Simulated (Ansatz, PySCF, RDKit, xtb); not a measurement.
**Si2NF+: from the formula to a structure**

Given the formula Si2NF+ (charge +1, odd number of electrons) and nothing else, which arrangement of the atoms is the most stable in the gas at 298.15 K, and what are its properties?

Plan: many cheap relaxations first (GFN2-xTB), then density-functional screening, relaxation at B3LYP-D3(BJ)/def2-SVP, vibrations and a final energy. The numbers are computed, not measured.

4 further runs of the same task are left out: 4 set aside as unsound or not needed.

## Step 1: Candidates

A program enumerates the bonding patterns with one Lewis structure each (two rings at most, one unusual centre or charged pair), with their diastereomers. O–O, O–halogen and N–halogen bonds and N–N–N chains are not drawn. That gives 3 candidates.

```csv
label,SMILES,spin
c098,[N]=[Si]=[Si+]F,doublet
c284,F[Si]=[N+]=[Si],doublet
c885,F[Si]1=[N+]=[Si]1,doublet
```

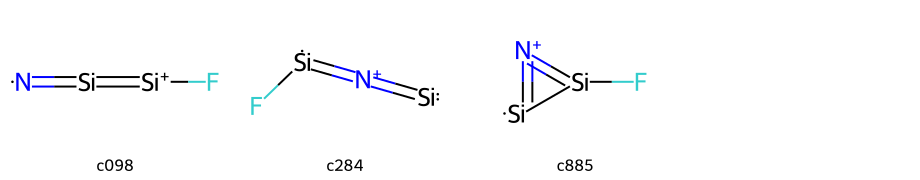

Structural formulas of the candidates.

Candidates are built by distance geometry, with a force field where one applies, in up to four conformers (letters a to d). 8 starts with atoms placed at random are added, to find patterns that the rules miss.

## Step 2: Search with GFN2-xTB

All 14 starts are relaxed the same way. One of them, c910 (atoms placed at random), in full:

Input file start.xyz:

```xyz
4
c910
F      0.270350     0.860990    -1.261190
N      0.436760    -1.077550     0.575180
Si    -1.137270    -0.023690     0.127910
Si     0.208370    -0.681440    -1.616000
```

On the command line:

```sh
xtb start.xyz --gfn 2 --opt --chrg 1 --uhf 1
```

The log of the run, cut to the lines that bear on the results:

```text
* xtb version 6.7.1
[...]
          :  # basis functions                  28          :
[...]
          :  # electrons                        19          :
[...]
          :  Hamiltonian                  GFN2-xTB          :
[...]
          :  net charge                          1          :
          :  unpaired electrons                  1          :
[...]
   *** convergence criteria satisfied after 27 iterations ***
[...]
   *** GEOMETRY OPTIMIZATION CONVERGED AFTER 26 ITERATIONS ***
[...]
   *** convergence criteria satisfied after 3 iterations ***
[...]
         ::                     SUMMARY                     ::
         :::::::::::::::::::::::::::::::::::::::::::::::::::::
         :: total energy             -10.685029215050 Eh    ::
         :: gradient norm              0.000422246172 Eh/a0 ::
         :: HOMO-LUMO gap              1.947975913481 eV    ::
         ::.................................................::
         :: SCC energy               -10.756445120387 Eh    ::
         :: -> isotropic ES            0.117590843222 Eh    ::
         :: -> anisotropic ES         -0.003737192161 Eh    ::
         :: -> anisotropic XC         -0.016492076881 Eh    ::
         :: -> dispersion             -0.002564829679 Eh    ::
         :: repulsion energy           0.071415905337 Eh    ::
         :: add. restraining           0.000000000000 Eh    ::
         :: total charge               1.000000000000 e     ::
         :::::::::::::::::::::::::::::::::::::::::::::::::::::
[...]
        10        1.0000           -0.5628388             -15.3156 (HOMO)
        11                         -0.4912520             -13.3676 (LUMO)
[...]
     #   Z          covCN         q      C6AA      α(0)
     1   9 F        0.705    -0.096    10.228     3.776
     2   7 N        1.643    -0.195    25.786     7.489
     3  14 Si       0.844     0.646   210.088    31.498
     4  14 Si       1.549     0.645   176.714    28.318
[...]
     #   Z sym  total        # sym  WBO       # sym  WBO       # sym  WBO
 ---------------------------------------------------------------------------
     1   9 F    1.437 --     4 Si   1.330
     2   7 N    3.442 --     3 Si   1.795     4 Si   1.566
     3  14 Si   2.023 --     2 N    1.795     4 Si   0.202
     4  14 Si   3.098 --     2 N    1.566     1 F    1.330     3 Si   0.202
 ---------------------------------------------------------------------------
[...]
molecular dipole:
                 x           y           z       tot (Debye)
 q only:       -0.859      -1.444       0.324
   full:       -0.739      -1.394       0.141       4.026
molecular quadrupole (traceless):
[...]
          | TOTAL ENERGY              -10.685029215050 Eh   |
          | GRADIENT NORM               0.000422246172 Eh/α |
          | HOMO-LUMO GAP               1.947975913481 eV   |
           -------------------------------------------------
[...]
```

Run time: 0.36 s. Hardware: 1 thread of AMD EPYC (Zen 3), shared host.

## Step 3: The minima found

14 of the 14 relaxations converged; 12 ended on a minimum already found. 2 distinct structures remain:

```csv
label,start,SMILES after,spin,energy (kcal/mol)
c885b,drawn and random,F[Si]=[N+]=[Si],doublet,0.0
c098a,drawn and random,[N][Si][Si][F] ‡,doublet,39.5
```

‡ marks the bonded skeleton alone, with all bonds drawn single: no Lewis structure was assigned that passes a check against the bond lengths.

GFN2-xTB has no spin polarisation, so it can't rank spin states and is rough for open shells.

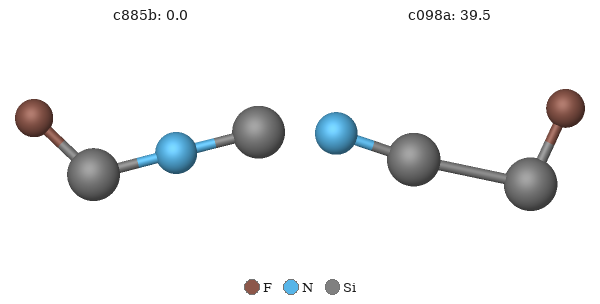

The 2 lowest minima that did not fall apart, with their GFN2-xTB energies in kcal/mol.

## Step 4: Single points on the low minima

A choice of the minima (the low ones first, few conformers of a pattern, up to a cap) and the lowest that fell apart get a single point at r2SCAN-D4/def2-SVP on the tight-binding geometry, and one at HF/STO-3G for comparison. The first, c885b:

Input file input.yaml:

```yaml
crystal:
  periodic: [false, false, false]
  atoms:
    - {symbol: F, position_ang: [-3.556234, -0.470520, 1.520984]}
    - {symbol: "N", position_ang: [-0.735587, -0.465871, 1.537183]}
    - {symbol: Si, position_ang: [-2.187488, -1.255822, 1.599927]}
    - {symbol: Si, position_ang: [0.714674, 0.306883, 1.477692]}
basis:
  gaussian: {orbitals: def2-SVP}
total_charge: 1
magnetization: {spin_polarized: true, initial_magnetization: 1}
hamiltonian: {xc: r2scan, dispersion: d4}
scf: {lower_state_search: off}
output: {orbitals: {seedname: orbitals}}
```

On the command line:

```sh
ansatz run input.yaml --threads 1 --pin off --max-ram 2610MiB --events-out events.jsonl --progress --plain --runs-dir runs
```

The log of the run, cut to the lines that bear on the results:

```text
Warning: RAYON_NUM_THREADS=1 ignored (pool sized by the plan → 1); use --threads N
Functional definition: r2SCAN
  name "r2SCAN"
[...]
712 factors; their error is unknown
[...]
mean field -19942.51982446 eV, -732.8740860234 hartree, gradient 8.3e-6 eV, S^2 0.756550; 0 other end points of the search recorded, 0 dependent functions left out
reference -19942.51983537 eV, -732.8740864244 hartree; 22, 21 occupied and 42, 43 virtual orbitals, 712 factors
Total energy: -19942.54323096 eV, -732.8749461965 hartree
Checks for a lower state left out: stability, starts, cluster_reference, orbital_swaps, neighbouring_geometries, increment
```

Wall time 7.2 s (1 thread of AMD EPYC (Zen 3), shared host); peak memory 0.11 GiB.

Relative energies in kcal/mol, each column from its lowest structure that stays in one piece:

```csv
label,SMILES,spin,GFN2-xTB,HF/STO-3G,r2SCAN-D4/def2-SVP
c885b,F[Si]=[N+]=[Si],doublet,0.0,0.0,0.0
c098a,[N][Si][Si][F] ‡,doublet,39.5,62.7,109.5
```

‡ marks the bonded skeleton alone, with all bonds drawn single: no Lewis structure was assigned that passes a check against the bond lengths.

## Step 5: Third filter: density-functional geometries

2 candidates are relaxed at B3LYP-D3(BJ)/def2-SVP (chosen among the lowest in one piece). The first, c885b:

Input file input.yaml:

```yaml
crystal:
  periodic: [false, false, false]
  atoms:
    - symbol: F
      position_ang: [-3.556234, -0.470520, 1.520984]
    - symbol: "N"
      position_ang: [-0.735587, -0.465871, 1.537183]
    - symbol: Si
      position_ang: [-2.187488, -1.255822, 1.599927]
    - symbol: Si
      position_ang: [0.714674, 0.306883, 1.477692]
basis:
  gaussian:
    orbitals: def2-SVP
total_charge: 1
magnetization:
  spin_polarized: true
  initial_magnetization: 1
hamiltonian:
  xc: {name: B3LYP}
  dispersion: d3bj
relax:
  f_tol: 0.003
```

On the command line:

```sh
ansatz run input.yaml --threads 1 --pin off --max-ram 2610MiB --events-out events.jsonl --progress --plain --runs-dir runs
```

The log of the run, cut to the lines that bear on the results:

```text
Warning: RAYON_NUM_THREADS=1 ignored (pool sized by the plan → 1); use --threads N
[...]
Functional definition: B3LYP
  name "B3LYP"
[...]
634 factors; integrals over basis functions are off by at most 3.4e-4 eV
[...]
mean field -19946.90521023 eV, -733.0352459779 hartree, gradient 7.4e-5 eV, S^2 0.753603; 0 other end points of the search recorded, 0 dependent functions left out
[...]
reference -19946.90541604 eV, -733.0352535415 hartree; 22, 21 occupied and 42, 43 virtual orbitals, 634 factors
relax step   1: F+E_penalty+E_count = -19947.11235200 eV  Δ(F+E_penalty+E_count) = +0.000e0 eV  max|allowed force component| = 1.038e0 eV/Å  Δτ_max = 0.0000 Å  (33 SCF iters, accepted)
[...]
relax step   5: F+E_penalty+E_count = -19947.13126941 eV  Δ(F+E_penalty+E_count) = +6.852e-4 eV  max|allowed force component| = 1.125e-1 eV/Å  Δτ_max = 0.0138 Å  (30 SCF iters, rejected (line search))
[...]
relax step   6: F+E_penalty+E_count = -19947.13198631 eV  Δ(F+E_penalty+E_count) = -3.170e-5 eV  max|allowed force component| = 2.655e-3 eV/Å  Δτ_max = 0.0045 Å  (29 SCF iters, accepted)
634 factors; integrals over basis functions are off by at most 3.3e-4 eV
[...]
mean field -19946.92373718 eV, -733.0359268310 hartree, gradient 1.5e-5 eV, S^2 0.753459; 1 other end points of the search recorded, 0 dependent functions left out
[...]
reference -19946.92394204 eV, -733.0359343592 hartree; 22, 21 occupied and 42, 43 virtual orbitals, 634 factors
Total energy: -19947.13219116 eV, -733.0435873733 hartree
Atom 0 at    -3.565775    -0.487553     1.522423 Å, force     0.000057     0.000117    -0.000008 eV/Å
Atom 1 at    -0.747677    -0.430476     1.534553 Å, force    -0.002655    -0.001730     0.000082 eV/Å
Atom 2 at    -2.165936    -1.242411     1.598587 Å, force     0.001590     0.000906    -0.000046 eV/Å
Atom 3 at     0.714753     0.275111     1.480223 Å, force     0.001009     0.000707    -0.000028 eV/Å
Dipole moment:     0.685543    -0.169495     0.019345 e Å
```

It took 46 s on 1 thread of AMD EPYC (Zen 3), shared host; peak memory 0.16 GiB.

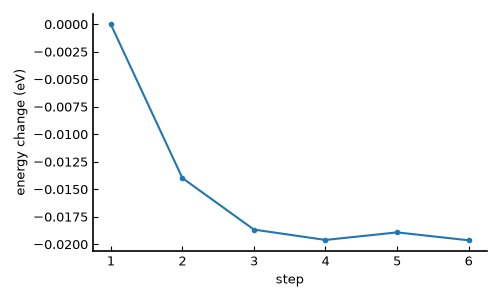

Energy along the run, all evaluated steps.

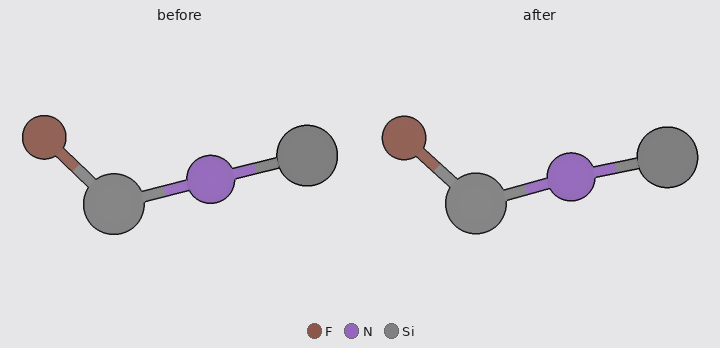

Before and after, at one scale.

After the run. Bond lengths: F1–Si3 1.592 Å, N2–Si3 1.635 Å, N2–Si4 1.625 Å. Angles: F1–Si3–N2 121.7°, Si3–N2–Si4 176.0°.

## Step 6: After refinement

```csv
label,spin,r2SCAN-D4/def2-SVP (kcal/mol),"B3LYP-D3(BJ)/def2-SVP, relaxed (kcal/mol)",time,note
c885b,doublet,0.0,0.0,46 s,
c098a,doublet,109.5,0.0,8.4 min,same minimum as c885b
```

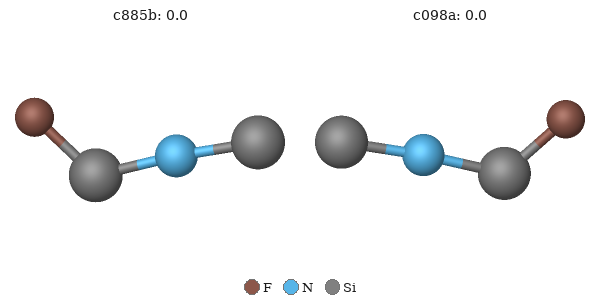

The relaxed structures, with energies at B3LYP-D3(BJ)/def2-SVP in kcal/mol.

## Step 7: Are they minima? Harmonic frequencies

The lowest few in one piece go on as finalists. Harmonic vibrations at B3LYP-D3(BJ)/def2-SVP test each finalist and give the zero-point energy and the thermal terms. The first, c885b:

Input file input.yaml:

```yaml
basis:
  gaussian: {orbitals: def2-SVP}
crystal:
  periodic: [false, false, false]
  atoms:
    - {symbol: F, position_ang: [-3.565775, -0.487553, 1.522423]}
    - {symbol: "N", position_ang: [-0.747677, -0.430476, 1.534553]}
    - {symbol: Si, position_ang: [-2.165936, -1.242411, 1.598587]}
    - {symbol: Si, position_ang: [0.714753, 0.275111, 1.480223]}
total_charge: 1
magnetization: {spin_polarized: true, initial_magnetization: 1}
hamiltonian: {xc: {name: B3LYP}, dispersion: d3bj}
scf: {lower_state_search: "off"}
phonons: {}
```

On the command line:

```sh
ansatz run input.yaml --threads 1 --pin off --max-ram 2610MiB --events-out events.jsonl --progress --plain --runs-dir runs
```

The log of the run, cut to the lines that bear on the results:

```text
Warning: RAYON_NUM_THREADS=1 ignored (pool sized by the plan → 1); use --threads N
[... 2 set-up lines as earlier in the session ...]
[...]
634 factors; integrals over basis functions are off by at most 3.4e-4 eV
[...]
mean field -19946.92373699 eV, -733.0359268238 hartree, gradient 3.1e-6 eV, S^2 0.753459; 0 other end points of the search recorded, 0 dependent functions left out
[...]
reference -19946.92394191 eV, -733.0359343546 hartree; 22, 21 occupied and 42, 43 virtual orbitals, 634 factors
[...]
634 factors; integrals over basis functions are off by at most 3.4e-4 eV
mean field -19946.92361443 eV, -733.0359223198 hartree, gradient 2.5e-6 eV, S^2 0.753455; 0 other end points of the search recorded, 0 dependent functions left out
[...]
reference -19946.92381934 eV, -733.0359298502 hartree; 22, 21 occupied and 42, 43 virtual orbitals, 634 factors
[...]
634 factors; integrals over basis functions are off by at most 3.4e-4 eV
[...]
634 factors; integrals over basis functions are off by at most 3.4e-4 eV
mean field -19946.92373857 eV, -733.0359268820 hartree, gradient 2.8e-6 eV, S^2 0.753460; 0 other end points of the search recorded, 0 dependent functions left out
[...]
reference -19946.92394350 eV, -733.0359344129 hartree; 22, 21 occupied and 42, 43 virtual orbitals, 634 factors
Total energy: -19947.13219104 eV, -733.0435873688 hartree
Atom 0 at    -3.565775    -0.487553     1.522423 Å, force     0.000048     0.000127    -0.000009 eV/Å
Atom 1 at    -0.747677    -0.430476     1.534553 Å, force    -0.002662    -0.001712     0.000080 eV/Å
Atom 2 at    -2.165936    -1.242411     1.598587 Å, force     0.001602     0.000886    -0.000044 eV/Å
Atom 3 at     0.714753     0.275111     1.480223 Å, force     0.001011     0.000700    -0.000027 eV/Å
Dipole moment:     0.685542    -0.169496     0.019345 e Å
Vibrations: 113.96 171.20 316.22 605.66 962.91 1345.91 cm⁻¹, zero-point energy 0.217955 eV
Checks for a lower state left out: stability, starts, cluster_reference, orbital_swaps, neighbouring_geometries, increment
```

It took 2 min on 1 thread of AMD EPYC (Zen 3), shared host; peak memory 0.14 GiB.

## Step 8: Thermal terms of the finalists

At 298.15 K and 1 atm, ideal gas, rigid rotor and harmonic oscillator:

```csv
label,SMILES,spin,point group,lowest mode (cm⁻¹),zero-point (kcal/mol),G − E (kcal/mol)
c885b,F[Si]=[N+]=[Si],doublet,Cs,114,5.0,-13.4
```

## Step 9: The final energy

Each finalist gets a single point at CCSD(T)/def2-SVP + MP2/def2-TZVPP - MP2/def2-SVP.

c885b, CCSD(T)/def2-SVP:

Input file input.yaml:

```yaml
crystal:
  periodic: [false, false, false]
  atoms:
    - {symbol: F, position_ang: [-3.565775, -0.487553, 1.522423]}
    - {symbol: N, position_ang: [-0.747677, -0.430476, 1.534553]}
    - {symbol: Si, position_ang: [-2.165936, -1.242411, 1.598587]}
    - {symbol: Si, position_ang: [0.714753, 0.275111, 1.480223]}
basis:
  gaussian: {orbitals: def2-SVP}
scf: {omitted_lower_state_checks: [cluster_reference]}
correlation: {method: ccsd_t, frozen_orbitals: {"N": 1, Si: 5, F: 1}}
total_charge: 1
magnetization: {spin_polarized: true, initial_magnetization: 1}
```

On the command line:

```sh
ansatz run input.yaml --threads 1 --pin off --max-ram 2610MiB --events-out events.jsonl --progress --plain --runs-dir runs
```

The log of the run, cut to the lines that bear on the results:

```text
Warning: RAYON_NUM_THREADS=1 ignored (pool sized by the plan → 1); use --threads N
Functional definition: HF
  name "HF"
[...]
600 factors; integrals over basis functions are off by at most 6.7e-4 eV
[...]
mean field -19897.23750503 eV, -731.2099914779 hartree, gradient 1.8e-6 eV, S^2 0.759141; 4 other end points of the search recorded, 0 dependent functions left out
12 core orbitals not correlated: weight in the atoms' cores, before any rotation towards them, 1.000 or more for the frozen orbitals, at most 0.000 for the correlated occupied ones
reference -19897.23750503 eV, -731.2099914779 hartree; 10, 9 occupied and 42, 43 virtual orbitals, 600 factors
second order -12.72066775 eV of doubles, -0.00000000 eV of singles
cycle   1  -12.65606516 eV  change    6.5e-2 eV  update   1.2e-1
[...]
cycle  13  -13.22839472 eV  change   -5.3e-6 eV  update   1.3e-5
perturbative correction -0.45154061 eV, -0.0165938113 hartree
Total energy: -19910.91744036 eV, -731.7127198286 hartree
Checks for a lower state left out: cluster_reference
```

Wall time 22 s (1 thread of AMD EPYC (Zen 3), shared host); peak memory 0.21 GiB.

## Step 10: c885b at MP2/def2-TZVPP

Input file input.yaml:

```yaml
crystal:
  periodic: [false, false, false]
  atoms:
    - {symbol: F, position_ang: [-3.565775, -0.487553, 1.522423]}
    - {symbol: N, position_ang: [-0.747677, -0.430476, 1.534553]}
    - {symbol: Si, position_ang: [-2.165936, -1.242411, 1.598587]}
    - {symbol: Si, position_ang: [0.714753, 0.275111, 1.480223]}
basis:
  gaussian:
    orbitals: def2-TZVPP
total_charge: 1
magnetization:
  spin_polarized: true
  initial_magnetization: 1
correlation:
  method: mp2
  frozen_orbitals: {"N": 1, Si: 5, F: 1}
```

On the command line:

```sh
ansatz run input.yaml --threads 1 --pin off --max-ram 2610MiB --events-out events.jsonl --progress --plain --runs-dir runs
```

The log of the run, cut to the lines that bear on the results:

```text
Warning: RAYON_NUM_THREADS=1 ignored (pool sized by the plan → 1); use --threads N
[... 2 set-up lines as earlier in the session ...]
[...]
907 factors; integrals over basis functions are off by at most 1.1e-3 eV
[...]
mean field -19908.39144563 eV, -731.6198912344 hartree, gradient 2.1e-6 eV, S^2 0.759770; 2 other end points of the search recorded, 0 dependent functions left out
12 core orbitals not correlated: weight in the atoms' cores, before any rotation towards them, 1.000 or more for the frozen orbitals, at most 0.000 for the correlated occupied ones
reference -19908.39144563 eV, -731.6198912344 hartree; 10, 9 occupied and 124, 125 virtual orbitals, 907 factors
second order -16.22254925 eV of doubles, -0.00000000 eV of singles
Total energy: -19924.61399488 eV, -732.2160589232 hartree
```

Wall time 28 s (1 thread of AMD EPYC (Zen 3), shared host); peak memory 0.28 GiB.

## Step 11: Putting it together

Energies in kcal/mol from c885b; G adds the thermal terms to the CCSD(T)/def2-SVP + MP2/def2-TZVPP - MP2/def2-SVP energy. The columns left of the relaxed level are at the tight-binding geometries.

```csv
label,SMILES,spin,GFN2-xTB,HF/STO-3G,r2SCAN-D4/def2-SVP,B3LYP-D3(BJ)/def2-SVP,HF/def2-SVP,MP2/def2-SVP,CCSD(T)/def2-SVP + MP2/def2-TZVPP - MP2/def2-SVP,G,share at equilibrium,T1
c885b,F[Si]=[N+]=[Si],doublet,0.0,0.0,0.0,0.0,0.0,0.0,0.0,0.0,100.0 %,0.023
```

Lowest found: c885b, `F[Si]=[N+]=[Si]`, a doublet of point group Cs. Bond lengths: F1–Si3 1.592 Å, N2–Si3 1.635 Å, N2–Si4 1.625 Å. Angles: F1–Si3–N2 121.7°, Si3–N2–Si4 176.0°.

```xyz
4

F    -3.5658   -0.4876    1.5224
N    -0.7477   -0.4305    1.5346
Si   -2.1659   -1.2424    1.5986
Si    0.7148    0.2751    1.4802
```

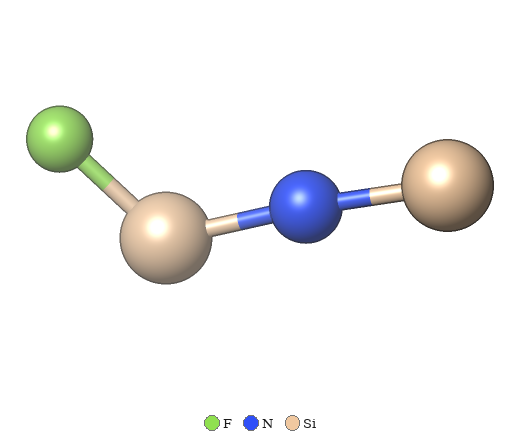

The lowest structure found, seen from a chosen angle (fluorine green, nitrogen blue, silicon light orange).

## Step 12: Density, orbitals and dipole (PBE0/def2-TZVPD)

Input file input.yaml:

```yaml
crystal:
  periodic: [false, false, false]
  atoms:
    - {symbol: F, position_ang: [-3.565775, -0.487553, 1.522423]}
    - {symbol: "N", position_ang: [-0.747677, -0.430476, 1.534553]}
    - {symbol: Si, position_ang: [-2.165936, -1.242411, 1.598587]}
    - {symbol: Si, position_ang: [0.714753, 0.275111, 1.480223]}
basis:
  gaussian:
    orbitals: def2-TZVPD
total_charge: 1
magnetization:
  spin_polarized: true
  initial_magnetization: 1
hamiltonian:
  xc: pbe0
output: {forces: true, orbitals: {seedname: orbitals}}
```

On the command line:

```sh
ansatz run input.yaml --threads 1 --pin off --max-ram 2610MiB --events-out events.jsonl --progress --plain --runs-dir runs
```

The log of the run, cut to the lines that bear on the results:

```text
Warning: RAYON_NUM_THREADS=1 ignored (pool sized by the plan → 1); use --threads N
Functional definition: PBE0
  name "PBE0"
[...]
968 factors; their error is unknown
[...]
mean field -19945.86671970 eV, -732.9970821550 hartree, gradient 5.2e-5 eV, S^2 0.754832; 0 other end points of the search recorded, 0 dependent functions left out
[...]
reference -19945.86675140 eV, -732.9970833199 hartree; 22, 21 occupied and 141, 142 virtual orbitals, 968 factors
Total energy: -19945.86675140 eV, -732.9970833199 hartree
Atom 0 at    -3.565775    -0.487553     1.522423 Å, force     1.143857    -0.637218     0.064065 eV/Å
Atom 1 at    -0.747677    -0.430476     1.534553 Å, force    -0.023138    -0.063177     0.005446 eV/Å
Atom 2 at    -2.165936    -1.242411     1.598587 Å, force    -0.426679     1.051339    -0.096750 eV/Å
Atom 3 at     0.714753     0.275111     1.480223 Å, force    -0.694040    -0.350944     0.027239 eV/Å
Dipole moment:     0.703621    -0.155578     0.018210 e Å
```

Wall time 26 s (1 thread of AMD EPYC (Zen 3), shared host); peak memory 0.39 GiB.

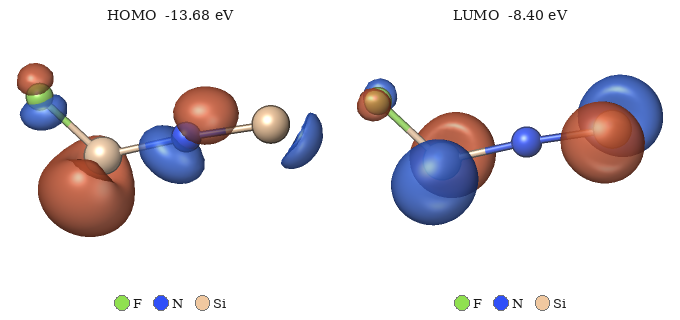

Frontier orbitals of this run (spin up), surfaces at ±0.2 Å^-3/2.

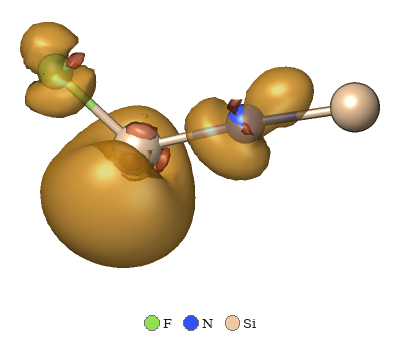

Spin density, surfaces at ±0.03 e/Å³.

(Part 1 of 2 ends here.)
